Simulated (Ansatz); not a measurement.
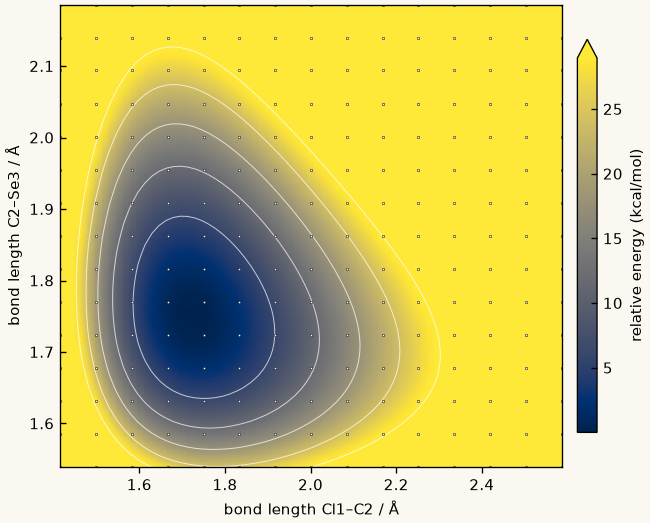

CHClSe, SMILES ClC=[Se]. First axis: bond length Cl1–C2. Second axis: bond length C2–Se3. Nothing is relaxed (all other coordinates rigid). The grid has 15 × 15 points. All energies are given in kcal/mol relative to the relaxed molecule at the same level. The reference is spin-restricted, which grows unreliable where a bond is stretched far. The calculation used RKS B3LYP-D4/def2-TZVP in Ansatz 0.2.0.

The picture shows a smooth colour map with a few white contour lines, dots at the grid points, one colour for all values above the top of the scale. Between grid points the surface is interpolated.

### Estimate the position of the minimum and the force constants in these coordinates.

The interpolated minimum is at bond length Cl1–C2 ≈ 1.725 Å, bond length C2–Se3 ≈ 1.749 Å. The curvatures there are about 21 eV/Å² and 34 eV/Å², with a cross term of about 4.1 eV/Å². Round the minimum the valley is somewhat tilted: raising bond length Cl1–C2 shifts the best value of bond length C2–Se3 downwards (coupling k₁₂/√(k₁₁k₂₂) about 0.2). (1 eV is 23.1 kcal/mol.)
